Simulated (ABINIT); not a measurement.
# A GW chain in ABINIT: LiF (Griceite), part 2 of 2

Aim: the G0W0 gap of LiF (Griceite) on PBE, step by step.

ABINIT 10.8.3; PBE and many-body steps on it, plane waves. Known limits of the many-body steps: not at the basis limit.

So far. Step 2 (Ground state): The gap is direct, at Γ. Step 3 (Bands along the symmetry lines): The gap is 9.114 eV, −0.001 eV from the run before at this level.

## (4) Empty states on the mesh, 8×8×8 mesh, 309 bands

Level of this step: DFT, PBE, plane waves, norm-conserving pseudopotentials (ABINIT).

The sums over transitions need many empty states on a uniform mesh; this step solves for them.

File run.abi:

```
acell 3*1.0 Angstrom
rprim 
  -0.000000000000 2.014000000000 2.014000000000
  2.014000000000 -0.000000000000 2.014000000000
  2.014000000000 2.014000000000 -0.000000000000
ntypat 2
znucl 3 9
natom 2
typat 1 2
xred 
  0.000000000000 0.000000000000 0.000000000000
  0.500000000000 0.500000000000 0.500000000000
pp_dirpath "pseudos"
pseudos "Li.upf, F.upf"
ecut 36
ngkpt 8 8 8
nshiftk 1
shiftk 0 0 0
kptopt 1
chksymbreak 0
irdden 1
istwfk *1
nband 309
prtvol 0
optdriver 6
gwr_task "HDIAGO"
paral_kgb 0
occopt 1
indata_prefix "in"
outdata_prefix "out"
tmpdata_prefix "tmp"
```

Command:

```bash
$ OMP_NUM_THREADS=1 mpirun -n 4 abinit run.abi > log
```

Numbers of over 12 decimals in the logs are rounded to 6 here.

The log of the run:

```text
[banner, memory and clock lines left out]
.Version 10.8.3 of ABINIT. v10.8.2 released Aug 2026.

 Symmetries : space group Fm -3 m (#225); Bravais cF (face-center cubic)
[... echo of the input left out ...]
== DATASET  1 ==================================================================
-   mpi_nproc: 4, omp_nthreads: 1 (-1 if OMP is not activated)

--- !DatasetInfo
iteration_state: {dtset: 1, }
dimensions: {natom: 2, nkpt: 29, mband: 309, nsppol: 1, nspinor: 1, nspden: 1, mpw: 1158, }
cutoff_energies: {ecut:  36.0, pawecutdg:  -1.0, }
electrons: {nelect:   1.00000000E+01, charge:   0.00000000E+00, occopt:   1.00000000E+00, tsmear:   1.00000000E-02, }

.Using double precision arithmetic; gwpc =  8

- Reading GS density from: in_DEN

--- Pseudopotential description ------------------------------------------------
- Li Generated using ONCVPSP code by D. R. Hamann
-  3.00000   3.00000  171031                  znucl, zion, pspdat
12 -101130 1 -1 1944                          pspcod,pspxc,lmax,lloc,mmax
     nproj     2     2     0
  pspatm : epsatm=    2.74360059
         --- l  ekb(1:nproj) -->
             0   -4.951544   -1.544797
             1   -2.250661   -0.474685
 pspatm: atomic psp has been read  and splines computed

- F Generated using ONCVPSP code by D. R. Hamann
-  9.00000   7.00000  171031                  znucl, zion, pspdat
12 -101130 2 -1 832                           pspcod,pspxc,lmax,lloc,mmax
     nproj     2     2     1
  pspatm : epsatm=    4.87625608
         --- l  ekb(1:nproj) -->
             0    6.519403    1.070094
             1   -3.955629   -1.291931
             2   -2.441503
 pspatm: atomic psp has been read  and splines computed

   7.61985667E+01                                ecore*ucvol(ha*bohr**3)

 Total charge density [el/Bohr^3]
)     Maximum=    2.7954E+00  at reduced coord.    0.0000    0.0000    0.0000
)     Minimum=    5.6152E-03  at reduced coord.    0.2667    0.2333    0.2333
   Integrated=    1.0000E+01

 === KS gaps after direct diagonalization ===
 Direct band gap semiconductor
 Fundamental gap:     9.115 (eV)
   VBM:    -0.974 (eV) at k: [ 0.0000E+00,  0.0000E+00,  0.0000E+00]
   CBM:     8.141 (eV) at k: [ 0.0000E+00,  0.0000E+00,  0.0000E+00]
 Direct gap:         9.115 (eV) at k: [ 0.0000E+00,  0.0000E+00,  0.0000E+00]

== END DATASET(S) ==============================================================

 -outvars: echo values of variables after computation  --------
           etotal      0.0000000000E+00
            nband         309
             nkpt          29
          spgroup         225
 [... the other variables as echoed above ...]

 Calculation completed.
```

It took 16 s on 4 MPI ranks of Intel Xeon Platinum 8375C at 2.90GHz (Ice Lake), shared host; peak memory 0.49 GiB.

Numbers from this step:

```yaml
gap: 9.115 eV
k_of_the_valence_top: 0, 0, 0
k_of_the_conduction_bottom: 0, 0, 0
least_direct_gap: 9.115 eV
k_points_computed: 29
lowest_point_of_the_top_converged_band_above_the_valence_top: 384.5253 eV
```

On this mesh the gap is 9.115 eV.

## (5) Screening, 8×8×8 mesh, 301 bands, screening to 435.4 eV

The RPA dielectric matrix is built and inverted for each q.

This step: RPA screening on PBE, plane waves, norm-conserving pseudopotentials.

Changes to run.abi since step 4:

```diff
@@ -20,10 +20,11 @@
 chksymbreak 0
-irdden 1
 istwfk *1
-nband 309
-prtvol 0
-optdriver 6
-gwr_task "HDIAGO"
-paral_kgb 0
 occopt 1
+irdwfk 1
+optdriver 3
+nband 301
+ecuteps 16
+inclvkb 2
+awtr 1
+symchi 1
 indata_prefix "in"
```

The log of the run:

```text
.Version 10.8.3 of ABINIT. v10.8.2 released Aug 2026.

 Symmetries : space group Fm -3 m (#225); Bravais cF (face-center cubic)
[... echo of the input left out ...]
== DATASET  1 ==================================================================
-   mpi_nproc: 4, omp_nthreads: 1 (-1 if OMP is not activated)

--- !DatasetInfo
iteration_state: {dtset: 1, }
dimensions: {natom: 2, nkpt: 29, mband: 301, nsppol: 1, nspinor: 1, nspden: 1, mpw: 1158, }
cutoff_energies: {ecut:  36.0, pawecutdg:  -1.0, }
electrons: {nelect:   1.00000000E+01, charge:   0.00000000E+00, occopt:   1.00000000E+00, tsmear:   1.00000000E-02, }

 SCREENING: Calculation of the susceptibility and dielectric matrices

 Based on a program developped by R.W. Godby, V. Olevano, G. Onida, and L. Reining.
 Incorporated in ABINIT by V. Olevano, G.-M. Rignanese, and M. Torrent.
.Using double precision arithmetic ; gwpc =  8

[... cell and pseudopotentials left out ...]
--------------------------------------------------------------------------------

 ==== K-mesh for the wavefunctions ====
 Number of points in the irreducible wedge :    29
[... list of points left out ...]
 Together with 48 symmetry operations and time-reversal symmetry
 yields   512 points in the full Brillouin Zone.

 ==== Q-mesh for the screening function ====
 Number of points in the irreducible wedge :    29
[... list of points left out ...]
 Together with 48 symmetry operations and time-reversal symmetry
 yields   512 points in the full Brillouin Zone.

 setmesh: FFT mesh size selected  =    24x   24x   24
          total number of points  =        13824

 vcoul_init : cutoff-mode = AUXILIARY_FUNCTION
 q-points for optical limit:   1
     1)      0.000010    0.000020    0.000030

- screening: taking advantage of time-reversal symmetry
- Maximum band index for partially occupied states nbvw = 5
- Remaining bands to be divided among processors   nbcw = 296
- Number of bands treated by each node ~74

 Number of electrons calculated from density =   10.0000; Expected =   10.0000
 average of density, n =  0.090697
 r_s =    1.3807
 omega_plasma =   29.0505 [eV]

 calculating chi0 at frequencies [eV] :
  1    0.000000E+00    0.000000E+00
  2    0.000000E+00    2.905047E+01

--------------------------------------------------------------------------------
  q-point number  1        q = ( 0.000000, 0.000000, 0.000000) [r.l.u.]
--------------------------------------------------------------------------------
[... chi0 elements left out ...]
 For q-point:  0.000010 0.000020 0.000030
  dielectric constant =   1.9636
  dielectric constant without local fields =   2.0790

  Average fulfillment of the sum rule on Im[epsilon] for q-point    1 :     99.22  [%]
[... wings left out ...]
  q-point number  2        q = ( 0.125000, 0.000000, 0.000000) [r.l.u.]
--------------------------------------------------------------------------------
[... chi0 elements left out ...]
  Average fulfillment of the sum rule on Im[epsilon] for q-point    2 :    103.78  [%]

 [... 27 further q-points ...]
```

The job ended after 28 min (4 MPI ranks; peak memory 3.2 GiB).

Numbers from this step:

```
ε∞ with local fields, on this mesh, along the program's q direction : 1.964
the same without local fields                                       : 2.079
plasma frequency                                                    : 29.05 eV
plane waves in the screening matrix                                 : 331
```

Local fields lower ε∞ by 6 %.

## (6) Self-energy, 8×8×8 mesh, 301 bands, screening to 435.4 eV

The self-energy is evaluated for the states that the input lists, and the levels follow from it, in one-shot runs by the linearised quasiparticle equation.

This step: G0W0 on PBE, plane waves, norm-conserving pseudopotentials.

Changes to run.abi since step 5:

```diff
@@ -23,8 +23,15 @@
 irdwfk 1
-optdriver 3
+optdriver 4
 nband 301
+gwcalctyp 0
+ecutsigx 36
+symsigma 1
+nkptgw 1
+kptgw 
+  0.0000000000 0.0000000000 0.0000000000
+bdgw 
+  3 9
 ecuteps 16
-inclvkb 2
-awtr 1
-symchi 1
+irdscr 1
+ppmodel 1
 indata_prefix "in"
```

The log of the run:

```text
.Version 10.8.3 of ABINIT. v10.8.2 released Aug 2026.

 Symmetries : space group Fm -3 m (#225); Bravais cF (face-center cubic)
[... echo of the input left out ...]
== DATASET  1 ==================================================================
-   mpi_nproc: 4, omp_nthreads: 1 (-1 if OMP is not activated)

--- !DatasetInfo
iteration_state: {dtset: 1, }
dimensions: {natom: 2, nkpt: 29, mband: 301, nsppol: 1, nspinor: 1, nspden: 1, mpw: 1158, }
cutoff_energies: {ecut:  36.0, pawecutdg:  -1.0, }
electrons: {nelect:   1.00000000E+01, charge:   0.00000000E+00, occopt:   1.00000000E+00, tsmear:   1.00000000E-02, }

 SIGMA: Calculation of the GW corrections

 Based on a program developped by R.W. Godby, V. Olevano, G. Onida, and L. Reining.
 Incorporated in ABINIT by V. Olevano, G.-M. Rignanese, and M. Torrent.
.Using double precision arithmetic ; gwpc =  8

[... cell and pseudopotentials left out ...]
--------------------------------------------------------------------------------

 ==== K-mesh for the wavefunctions ====
 Number of points in the irreducible wedge :    29
[... list of points left out ...]
 Together with 48 symmetry operations and time-reversal symmetry
 yields   512 points in the full Brillouin Zone.

 ==== Q-mesh for screening function ====
 Number of points in the irreducible wedge :    29
[... list of points left out ...]
 Together with 48 symmetry operations and time-reversal symmetry
 yields   512 points in the full Brillouin Zone.

 vcoul_init : cutoff-mode = AUXILIARY_FUNCTION
 q-points for optical limit:   1
     1)      0.000010    0.000020    0.000030
 setmesh: FFT mesh size selected  =    30x   30x   30
          total number of points  =        27000

 Number of electrons calculated from density =   10.0000; Expected =   10.0000
 average of density, n =  0.090697
 r_s =    1.3807
 omega_plasma =   29.0505 [eV]

 === KS Band Gaps ===
  >>>> For spin  1
   Minimum direct gap =   9.1146 [eV], located at k-point      :   0.0000  0.0000  0.0000
   Fundamental gap    =   9.1146 [eV], Top of valence bands at :   0.0000  0.0000  0.0000
                                       Bottom of conduction at :   0.0000  0.0000  0.0000
 SIGMA fundamental parameters:
 PLASMON POLE MODEL  1
 number of plane-waves for SigmaX                 1139
 number of plane-waves for SigmaC and W            331
 number of plane-waves for wavefunctions          1139
 number of bands                                   301
 number of independent spin polarizations            1
 number of spinorial components                      1
 number of k-points in IBZ                          29
 number of q-points in IBZ                          29
 number of symmetry operations                      48
 number of k-points in BZ                          512
 number of q-points in BZ                          512
 number of frequencies for dSigma/dE                 9
 frequency step for dSigma/dE [eV]                0.25
 number of omega for Sigma on real axis              0
 max omega for Sigma on real axis  [eV]           0.00
 zcut for avoiding poles [eV]                     0.10

 EPSILON^-1 parameters (SCR file):
 dimension of the eps^-1 matrix on file            331
 dimension of the eps^-1 matrix used               331
 number of plane-waves for wavefunctions          1139
 number of bands                                   301
 number of q-points in IBZ                          29
 number of frequencies                               2
 number of real frequencies                          1
 number of imag frequencies                          1

 matrix elements of self-energy operator (all in [eV])

 Perturbative Calculation

--- !SelfEnergy_ee
iteration_state: {dtset: 1, }
kpoint     : [   0.000,    0.000,    0.000, ]
spin       : 1
KS_gap     :    9.115
QP_gap     :   13.542
Delta_QP_KS:    4.428
data: !SigmaeeData |
     Band     E0 <VxcDFT>   SigX SigC(E0)      Z dSigC/dE  Sig(E)    E-E0       E
        3  -0.974 -23.053 -30.736   4.144   0.824  -0.213 -25.970  -2.916  -3.890
        4  -0.974 -23.053 -30.736   4.144   0.824  -0.213 -25.970  -2.916  -3.890
        5  -0.974 -23.053 -30.736   4.144   0.824  -0.213 -25.970  -2.916  -3.890
        6   8.141 -11.451  -6.603  -3.149   0.890  -0.124  -9.939   1.511   9.652
        7  23.017 -10.011  -3.078  -4.184   0.878  -0.139  -7.597   2.414  25.431
        8  23.017 -10.011  -3.078  -4.184   0.878  -0.139  -7.597   2.414  25.431
        9  23.017 -10.011  -3.078  -4.184   0.878  -0.139  -7.597   2.414  25.431

== END DATASET(S) ==============================================================
================================================================================

 -outvars: echo values of variables after computation  --------
           etotal      0.0000000000E+00
            nband         301
             nkpt          29
          spgroup         225
 [... the other variables as echoed above ...]

 Calculation completed.
```

The job ended after 86 s (4 MPI ranks; peak memory 3.1 GiB; 5.7 min of CPU time).

This step gave:

```
G0W0 gap on the points computed              : 13.54 eV
starting gap on the mesh                     : 9.115 eV
k of the valence top                         : 0, 0, 0
k of the conduction bottom                   : 0, 0, 0
Z at the valence top                         : 0.824
Z at the conduction bottom                   : 0.89
least direct G0W0 gap on the computed points : 13.54 eV
```

The gap on the mesh goes from 9.11 eV to 13.54 eV, a correction of +4.43 eV.

Limits: finite bands, cutoff and mesh. v1 is the top filled band, c1 the lowest empty one. The levels before and after the correction (eV, zero at the valence-band top of each column):

|  | conduction bottom | valence top |
| --- | --- | --- |
| Kohn-Sham | 9.11 | 0.00 |
| G0W0 | 13.54 | 0.00 |

|  | level | energy (eV) |
| --- | --- | --- |
| Kohn-Sham | Γ v3-v1 | 0.000 |
| Kohn-Sham | Γ c1 | 9.115 |
| Kohn-Sham | Γ c2-c4 | 23.991 |
| G0W0 | Γ v3-v1 | 0.000 |
| G0W0 | Γ c1 | 13.542 |
| G0W0 | Γ c2-c4 | 29.321 |

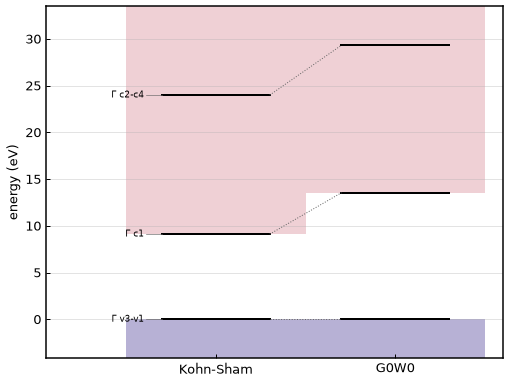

Levels before and after the correction. Shaded: valence and conduction bands.

## (7) Where the time went

Times are wall times on 4 MPI ranks of Intel Xeon Platinum 8375C at 2.90GHz (Ice Lake), shared host, good to a factor of about two.

| step | time | share | memory (GiB) |
| --- | --- | --- | --- |
| ground state | 8 s | 0 % | 0.28 |
| bands along the symmetry lines | 4.8 s | 0 % | 0.27 |
| empty states on the mesh | 16 s | 1 % | 0.49 |
| screening | 28 min | 94 % | 3.2 |
| self-energy | 86 s | 5 % | 3.1 |

## (8) Outcome

```json
{
  "PBE gap": "9.11 eV, indirect (only 1 meV under the direct gap)",
  "G0W0 gap on the mesh": "13.54 eV",
  "GW settings": "8×8×8 mesh, 301 bands, screening to 435.4 eV, Godby-Needs plasmon pole",
  "known limits": "not at the basis limit"
}
```

**Reading.** G0W0 moves the gap on the mesh from 9.11 eV to 13.54 eV (+4.43 eV), with Z of 0.82 and 0.89 at the edges. Local fields lower the RPA ε∞ on this mesh from 2.08 to 1.96. Only 1 of the mesh's irreducible points was corrected, so a valley elsewhere could overtake. The dearest step here is «screening». Bands and cutoff are finite, so the gap is not at the basis limit. The miss can reach some tenths of an eV and take either sign; the mesh is an error of its own. In the G0W0 run levels were corrected at 1 k point alone, so a gap called «on the mesh» is the least over those, and an edge elsewhere would be missed.

[Paths, hosts, dates, memory and timing lines, banners, echoed tables and standing remarks are left out of the program output.]

[Logs are printed without paths, hosts, clocks, repeated set-up lines and the standing remarks that a program may print on its own settings, such as how far it seeks lower states.]

[Runs of the session that timed out or met a known fault of the program may be left out.]

[Hosts, paths, dates, database ids (printed as entryN), source tags and the programs' standing remarks are cut or masked in the printed files.]

[G0W0 gaps are taken among the corrected bands and points alone; a level outside them can change the order at an edge.]

[Where Ansatz stands beside ABINIT at settings called matched, ABINIT's density can come from a denser mesh and the files from another edition; pairs whose starting gaps differed by over 0.03 eV were left out, so agreement reads better than it is.]
